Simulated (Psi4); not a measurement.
# GeH3O2F (SMILES [OH][GeH]([OH])[F]) at BLYP/def2-SVP

What is the vertical singlet–triplet gap of GeH3O2F at BLYP/def2-SVP? 

The calculation is run with Psi4 1.11.

### 1 The molecule

GeH3O2F: 7 atoms, total charge 0, spin state singlet. As SMILES, `[OH][GeH]([OH])[F]`. Geometry: relaxed at PBE0-D4/def2-TZVP. This is one conformer, not always the lowest.

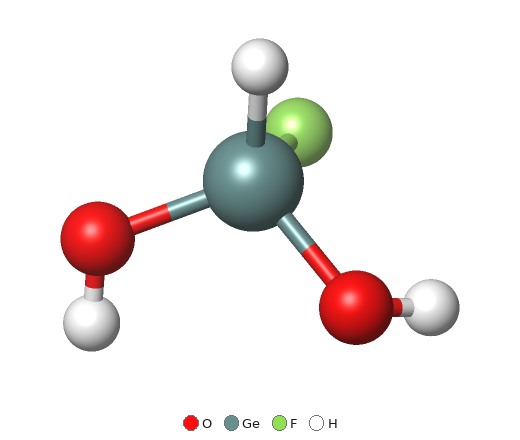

Viewed from a chosen angle; oxygen red, germanium teal, fluorine green, hydrogen white.

### 2 Energy and gradient at BLYP/def2-SVP

Contents of fgeh3o2.json:

```json
{
  "schema_name": "qcschema_input",
  "schema_version": 1,
  "molecule": {
    "schema_name": "qcschema_molecule",
    "schema_version": 2,
    "symbols": ["O", "Ge", "O", "F", "H", "H", "H"],
    "geometry": [-0.66688435, 2.1548547, -1.62384166, -0.20314556, -0.05064466, 0.81711758, 2.8689822, -1.23966034, 0.58127976, -2.38162183, -2.42735321, 0.213917, -2.28505683, 1.96871668, -2.42621937, -0.62625524, 0.91802895, 3.49126902, 3.40982182, -1.45263247, -1.13969383],
    "molecular_charge": 0,
    "molecular_multiplicity": 1,
    "fix_symmetry": "c1"
  },
  "driver": "gradient",
  "model": {
    "method": "blyp",
    "basis": "def2-SVP"
  },
  "keywords": {
    "puream": true,
    "e_convergence": 1e-09,
    "d_convergence": 1e-08,
    "scf_type": "pk",
    "dft_radial_points": 99,
    "dft_spherical_points": 590,
    "scf_properties": ["DIPOLE", "MULLIKEN_CHARGES", "WIBERG_LOWDIN_INDICES"]
  }
}
```

On the command line:

```bash
$ psi4 --qcschema fgeh3o2.json -n 1 --memory 2200MB
```

stdout (excerpt; [...] marks lines left out):

```text
[...]
  Running in c1 symmetry.
[...]
  Nuclear repulsion =  327.327915151877448
[...]
  Multiplicity = 1
[...]
  Nalpha       = 30
  Nbeta        = 30
[...]
    Number of basis functions: 89
[...]
   @RKS iter   1: -2327.29754280323550   -1.87288e+00   2.83739e-02 ADIIS/DIIS
[...]
   @RKS iter  12: -2328.73785196367726   -1.09139e-11   5.62478e-09 DIIS
[...]
    Orbital Energies [Eh]
    ---------------------
    Doubly Occupied:
       1A   -397.185173     2A    -49.208561     3A    -43.846757
       4A    -43.846113     5A    -43.845660     6A    -24.260153
       7A    -18.791079     8A    -18.790758     9A     -6.009019
      10A     -4.232512    11A     -4.230797    12A     -4.228378
      13A     -1.153507    14A     -1.147061    15A     -1.140825
      16A     -1.138668    17A     -1.138402    18A     -1.006686
      19A     -0.896746    20A     -0.877530    21A     -0.525792
      22A     -0.447883    23A     -0.413532    24A     -0.371055
      25A     -0.341367    26A     -0.325087    27A     -0.306693
      28A     -0.293111    29A     -0.271552    30A     -0.264145
[...]
  @RKS Final Energy: -2328.73785196367726
   => Energetics <=
    Nuclear Repulsion Energy =            327.3279151518774484
    One-Electron Energy =               -3894.7466045050082357
    Two-Electron Energy =                1346.6108586213870240
    DFT Exchange-Correlation Energy =    -107.9300212319337362
    Empirical Dispersion Energy =           0.0000000000000000
    VV10 Nonlocal Energy =                  0.0000000000000000
    Total Energy =                      -2328.7378519636772580
[...]
 Multipole Moments:
 ------------------------------------------------------------------------------------
     Multipole            Electronic (a.u.)      Nuclear  (a.u.)        Total (a.u.)
 ------------------------------------------------------------------------------------
 L = 1.  Multiply by 2.5417464519 to convert [e a0] to [Debye]
 Dipole X            :         -1.8455681            1.6887256           -0.1568426
 Dipole Y            :         -0.8323923            1.1295519            0.2971597
 Dipole Z            :          2.3974983           -2.7204787           -0.3229804
 Magnitude           :                                                    0.4660684
[...]
  Mulliken Charges: (a.u.)
   Center  Symbol    Alpha    Beta     Spin     Total
       1     O     4.18206  4.18206  0.00000 -0.36412
       2    GE    15.60257 15.60257  0.00000  0.79486
       3     O     4.17493  4.17493  0.00000 -0.34986
       4     F     4.67169  4.67169  0.00000 -0.34338
       5     H     0.41177  0.41177  0.00000  0.17645
       6     H     0.54807  0.54807  0.00000 -0.09614
       7     H     0.40891  0.40891  0.00000  0.18218
   Total alpha = 30.00000, Total beta = 30.00000, Total charge =  0.00000
  Wiberg Bond Indices using Orthogonal Lowdin Orbitals:
[...]
  -Total Gradient:
     Atom            X                  Y                   Z
    ------   -----------------  -----------------  -----------------
       1       -0.011996919321    -0.013719413555     0.005743178675
       2        0.002222254378    -0.004563574459    -0.010153183831
       3       -0.011869643522     0.003800390077    -0.014795518997
       4        0.011865454060     0.012940534926     0.002907641697
       5        0.014303258815     0.001528602047     0.007074489600
       6       -0.000090408666    -0.001817310803    -0.005659486751
       7       -0.004488648650     0.001891942795     0.014894856937
[...]
```

The result, in JSON:

```text
{
 "driver": "gradient",
 "model": {
  "method": "blyp",
  "basis": "def2-SVP"
 },
 "success": true,
 "return_result": [-0.011996919320808763, -0.013719413554805354, 0.005743178675179816, 0.0022222543777875754, -0.004563574459308009, -0.010153183830713994, -0.011869643521824486, 0.003800390076944077, -0.014795518997384516, 0.011865454060283609, 0.012940534925639846, 0.0029076416972841426, 0.014303258814928221, 0.0015286020469251482, 0.007074489599812106, -9.040866635421155e-05, -0.0018173108034366323, -0.005659486751370901, -0.004488648650009253, 0.001891942794766191, 0.014894856936830625],
 "properties": {
  "calcinfo_nbasis": 89,
  "calcinfo_nmo": 89,
  "calcinfo_nalpha": 30,
  "calcinfo_nbeta": 30,
  "calcinfo_natom": 7,
  "nuclear_repulsion_energy": 327.32791515187745,
  "return_energy": -2328.7378519636773,
  "return_gradient": [-0.011996919320808763, -0.013719413554805354, 0.005743178675179816, 0.0022222543777875754, -0.004563574459308009, -0.010153183830713994, -0.011869643521824486, 0.003800390076944077, -0.014795518997384516, 0.011865454060283609, 0.012940534925639846, 0.0029076416972841426, 0.014303258814928221, 0.0015286020469251482, 0.007074489599812106, -9.040866635421155e-05, -0.0018173108034366323, -0.005659486751370901, -0.004488648650009253, 0.001891942794766191, 0.014894856936830625],
  "scf_one_electron_energy": -3894.7466045050082,
  "scf_two_electron_energy": 1346.610858621387,
  "scf_xc_energy": -107.93002123193374,
  "scf_dipole_moment": [-0.156842589302306, 0.2971596683522655, -0.32298036655167817],
  "scf_total_energy": -2328.7378519636773,
  "scf_total_gradient": [-0.011996919320808763, -0.013719413554805354, 0.005743178675179816, 0.0022222543777875754, -0.004563574459308009, -0.010153183830713994, -0.011869643521824486, 0.003800390076944077, -0.014795518997384516, 0.011865454060283609, 0.012940534925639846, 0.0029076416972841426, 0.014303258814928221, 0.0015286020469251482, 0.007074489599812106, -9.040866635421155e-05, -0.0018173108034366323, -0.005659486751370901, -0.004488648650009253, 0.001891942794766191, 0.014894856936830625],
  "scf_iterations": 12
 }
}
```

It took 13 s on 1 thread of Intel Xeon 6975P-C (Granite Rapids), shared host; peak memory 1.1 GiB.

### 3 The triplet

Contents of job.json:

```json
{
  "schema_name": "qcschema_input",
  "schema_version": 1,
  "molecule": {
    "schema_name": "qcschema_molecule",
    "schema_version": 2,
    "symbols": ["O", "Ge", "O", "F", "H", "H", "H"],
    "geometry": [-0.66688435, 2.1548547, -1.62384166, -0.20314556, -0.05064466, 0.81711758, 2.8689822, -1.23966034, 0.58127976, -2.38162183, -2.42735321, 0.213917, -2.28505683, 1.96871668, -2.42621937, -0.62625524, 0.91802895, 3.49126902, 3.40982182, -1.45263247, -1.13969383],
    "molecular_charge": 0,
    "molecular_multiplicity": 3,
    "fix_symmetry": "c1"
  },
  "driver": "gradient",
  "model": {
    "method": "blyp",
    "basis": "def2-SVP"
  },
  "keywords": {
    "reference": "uks",
    "puream": true,
    "e_convergence": 1e-09,
    "d_convergence": 1e-08,
    "scf_type": "pk",
    "dft_radial_points": 99,
    "dft_spherical_points": 590,
    "maxiter": 100,
    "scf_properties": ["QUADRUPOLE", "DIPOLE", "MAYER_INDICES"]
  }
}
```

On the command line:

```bash
$ psi4 --qcschema job.json -n 1 --memory 2200MB
```

stdout (excerpt; [...] marks lines left out):

```text
[...]
  Running in c1 symmetry.
[...]
  Nuclear repulsion =  327.327915151877448
[...]
  Multiplicity = 3
[...]
  Nalpha       = 31
  Nbeta        = 29
[...]
    Number of basis functions: 89
[...]
   @UKS iter   1: -2326.77859955829990   -1.35394e+00   2.94793e-02 DIIS/ADIIS
[...]
   @UKS iter  21: -2328.49319125718102   -1.36424e-12   2.97806e-09 DIIS
[...]
   @S^2 Observed:                2.003750376E+00
[...]
    Orbital Energies [Eh]
    ---------------------
    Alpha Occupied:
       1A   -397.183290     2A    -49.209341     3A    -43.847024
       4A    -43.846799     5A    -43.846465     6A    -24.266646
       7A    -18.856340     8A    -18.837059     9A     -6.008754
      10A     -4.231421    11A     -4.230967    12A     -4.228875
      13A     -1.154067    14A     -1.150110    15A     -1.142977
      16A     -1.139752    17A     -1.138934    18A     -1.015611
      19A     -0.949665    20A     -0.928025    21A     -0.555478
      22A     -0.488893    23A     -0.439104    24A     -0.397847
      25A     -0.371197    26A     -0.361084    27A     -0.344518
      28A     -0.331974    29A     -0.321915    30A     -0.316658
      31A     -0.046488
[...]
  @UKS Final Energy: -2328.49319125718102
   => Energetics <=
    Nuclear Repulsion Energy =            327.3279151518774484
    One-Electron Energy =               -3893.6352349701683124
    Two-Electron Energy =                1345.6804146282524925
    DFT Exchange-Correlation Energy =    -107.8662860671422834
    Empirical Dispersion Energy =           0.0000000000000000
    VV10 Nonlocal Energy =                  0.0000000000000000
    Total Energy =                      -2328.4931912571810244
  UHF NO Occupations:
  HONO-2 :   29  A 1.9989463
  HONO-1 :   30  A 1.0000000
[...]
  -Total Gradient:
     Atom            X                  Y                   Z
    ------   -----------------  -----------------  -----------------
       1       -0.030182113905    -0.065260741836     0.028439736225
       2        0.021056457148     0.012844759367    -0.007648432816
       3       -0.063496577952     0.028855003151    -0.035765800378
       4        0.028971428688     0.031739508432    -0.001945067788
       5        0.047009597402     0.003686422287     0.031424918311
       6        0.008962395736    -0.015190156772    -0.050411385756
       7       -0.012374316990     0.003387314273     0.035916769659
[...]
```

The result, in JSON:

```text
{
 "driver": "gradient",
 "model": {
  "method": "blyp",
  "basis": "def2-SVP"
 },
 "success": true,
 "return_result": [-0.030182113905457164, -0.06526074183611721, 0.028439736225492798, 0.02105645714828537, 0.012844759367354741, -0.007648432815949707, -0.06349657795157573, 0.02885500315106655, -0.03576580037791238, 0.02897142868788491, 0.031739508431544744, -0.0019450677875256853, 0.04700959740222149, 0.0036864222867875607, 0.03142491831104921, 0.008962395735531797, -0.015190156771515802, -0.05041138575637223, -0.012374316990384632, 0.003387314272504126, 0.03591676965920265],
 "properties": {
  "calcinfo_nbasis": 89,
  "calcinfo_nmo": 89,
  "calcinfo_nalpha": 31,
  "calcinfo_nbeta": 29,
  "calcinfo_natom": 7,
  "nuclear_repulsion_energy": 327.32791515187745,
  "return_energy": -2328.493191257181,
  "return_gradient": [-0.030182113905457164, -0.06526074183611721, 0.028439736225492798, 0.02105645714828537, 0.012844759367354741, -0.007648432815949707, -0.06349657795157573, 0.02885500315106655, -0.03576580037791238, 0.02897142868788491, 0.031739508431544744, -0.0019450677875256853, 0.04700959740222149, 0.0036864222867875607, 0.03142491831104921, 0.008962395735531797, -0.015190156771515802, -0.05041138575637223, -0.012374316990384632, 0.003387314272504126, 0.03591676965920265],
  "scf_one_electron_energy": -3893.6352349701683,
  "scf_two_electron_energy": 1345.6804146282525,
  "scf_xc_energy": -107.86628606714228,
  "scf_dipole_moment": [0.07320541986515372, 0.27606448042545795, -0.1834147714431742],
  "scf_total_energy": -2328.493191257181,
  "scf_total_gradient": [-0.030182113905457164, -0.06526074183611721, 0.028439736225492798, 0.02105645714828537, 0.012844759367354741, -0.007648432815949707, -0.06349657795157573, 0.02885500315106655, -0.03576580037791238, 0.02897142868788491, 0.031739508431544744, -0.0019450677875256853, 0.04700959740222149, 0.0036864222867875607, 0.03142491831104921, 0.008962395735531797, -0.015190156771515802, -0.05041138575637223, -0.012374316990384632, 0.003387314272504126, 0.03591676965920265],
  "scf_iterations": 21
 }
}
```

It took 24 s on 1 thread of Intel Xeon 6975P-C (Granite Rapids), shared host; peak memory 1.1 GiB.

### 4 What came out

At BLYP/def2-SVP:

| quantity | value |
| --- | --- |
| singlet: total energy | -2328.73785 Eh |
| singlet: dipole moment | 1.18 D |
| singlet: HOMO energy | -7.19 eV |
| singlet: LUMO energy | -0.53 eV |
| singlet: HOMO–LUMO gap | 6.66 eV |
| singlet: largest force on an atom | 0.995 eV/Å |
| triplet: total energy | -2328.49319 Eh |
| triplet: dipole moment | 0.86 D |
| triplet: HOMO energy (highest over α and β) | -1.26 eV |
| triplet: ⟨S²⟩ | 2.004 |
| triplet: largest force on an atom | 4.031 eV/Å |
| vertical energy of the triplet above the singlet | 6.658 eV |

What this shows: At this shape the triplet lies 6.66 eV (642 kJ/mol) above the singlet. The largest force (singlet) is 0.99 eV/Å: the shape isn't a stationary point for this species at this level.
